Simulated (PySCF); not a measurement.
Er: atomic calculation

- system: Er, configuration 1s2 2s2 2p6 3s2 3p6 3d10 4s2 4p6 4d10 4f12 5s2 5p6 6s2, multiplicity 3.
- method: unrestricted PBE, cc-pVDZ-X2C, spin-free X2C-1e, Gaussian nucleus (PySCF)

### Input
```python
from pyscf import gto, scf, dft, mp, cc
import basis_set_exchange as bse
mol = gto.M(atom="Er 0 0 0", charge=0, spin=2, symmetry="D2h",
            basis=gto.basis.parse(bse.get_basis("cc-pVDZ-X2C", elements=["Er"], fmt="nwchem")),
            nucmod="G")
mf = dft.UKS(mol, xc="PBE").sfx2c1e()
mf.irrep_nelec = {'Ag': (10, 10), 'B1g': (2, 2), 'B2g': (2, 2), 'B3g': (2, 2), 'Au': (1, 1), 'B1u': (6, 6), 'B2u': (6, 6), 'B3u': (6, 4)}
mf.kernel()
```

The script is an equivalent of what the driver set up; the driver started from orbitals of its own, so the log can be shorter than this script's would be, and it computed the properties (radii, ⟨L²⟩, response) afterwards. It held the occupations shell by shell, which the script's counts by irreducible representation don't always enforce.

### Log (extracts)
```
damping factor = 0
level_shift factor = 0
DIIS = <class 'pyscf.scf.diis.CDIIS'>
diis_start_cycle = 1
diis_space = 10
diis_damp = 0
SCF conv_tol = 1e-09
SCF conv_tol_grad = None
number electrons alpha = 35  beta = 33
XC functionals = PBE
    J. P. Perdew, K. Burke, and M. Ernzerhof.,  Phys. Rev. Lett. 77, 3865 (1996)
    J. P. Perdew, K. Burke, and M. Ernzerhof.,  Phys. Rev. Lett. 78, 1396 (1997)
    J. P. Perdew, K. Burke, and M. Ernzerhof.,  Phys. Rev. Lett. 77, 3865 (1996)
    J. P. Perdew, K. Burke, and M. Ernzerhof.,  Phys. Rev. Lett. 78, 1396 (1997)
cycle= 1 E= -13085.7129388861  delta_E= 0.0892  |g|= 1.05  |ddm|= 0.899
cycle= 2 E= -13085.0603769479  delta_E= 0.653  |g|= 2.58  |ddm|= 1.27
cycle= 3 E= -13085.8417781134  delta_E= -0.781  |g|= 0.113  |ddm|= 0.871
cycle= 4 E= -13085.8438740009  delta_E= -0.0021  |g|= 0.0501  |ddm|= 0.208
cycle= 5 E= -13085.8442961948  delta_E= -0.000422  |g|= 0.00916  |ddm|= 0.087
cycle= 6 E= -13085.8443093732  delta_E= -1.32e-05  |g|= 0.000574  |ddm|= 0.0196
cycle= 7 E= -13085.8443053613  delta_E= 4.01e-06  |g|= 0.00492  |ddm|= 0.0365
cycle= 8 E= -13085.844308653  delta_E= -3.29e-06  |g|= 0.000596  |ddm|= 0.0173
cycle= 9 E= -13085.8443087132  delta_E= -6.02e-08  |g|= 0.000266  |ddm|= 0.00417
cycle= 10 E= -13085.8443087249  delta_E= -1.17e-08  |g|= 7.34e-05  |ddm|= 0.000364
cycle= 11 E= -13085.8443087258  delta_E= -9.26e-10  |g|= 8.99e-06  |ddm|= 0.000166
converged SCF energy = -13085.8443087258  <S^2> = 2.0031072  2S+1 = 3.0020707
```

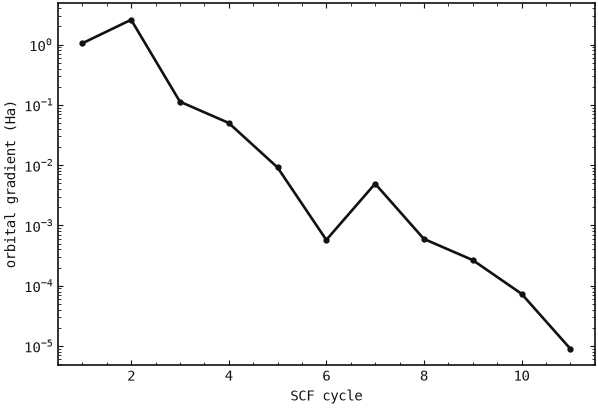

**Figure 1.** Convergence: orbital gradient against the SCF cycle. The residual falls unevenly and jumps up by a factor of two or more twice on the way down. It goes from 1.1 to 9.0×10⁻⁶ in 11 steps.

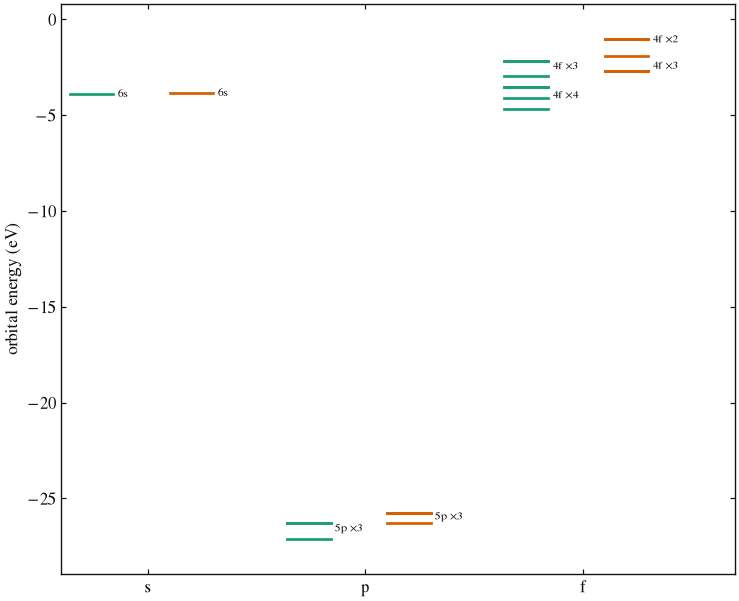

**Figure 2.** Orbital energies of the mean field, from the top down to −27.1 eV, by angular momentum, α spin at the left of each column and β at the right; ×n counts the orbitals under one label. Empty levels that the record names by l alone aren't drawn. The highest filled orbital is 4f β at −1.05 eV, the lowest empty one f β at −1.52 eV.

### Results in brief

```
      quantity                      value
       outcome                  converged
  total energy        −13085.8443 hartree
          ⟨S²⟩                      2.003
          ⟨L²⟩                      24.06
SCF iterations                         11
      hardware  1 CPU thread, shared host
      CPU time    3.7 s (integrals apart)
```

### Remarks

The driver held the occupations shell by shell, and empty f and p levels lie below the filled 4f. The script shown fixes the counts by irreducible representation only, so by itself it can fall to another configuration. ⟨L²⟩ departs from that of the intended term, so the determinant mixes terms.
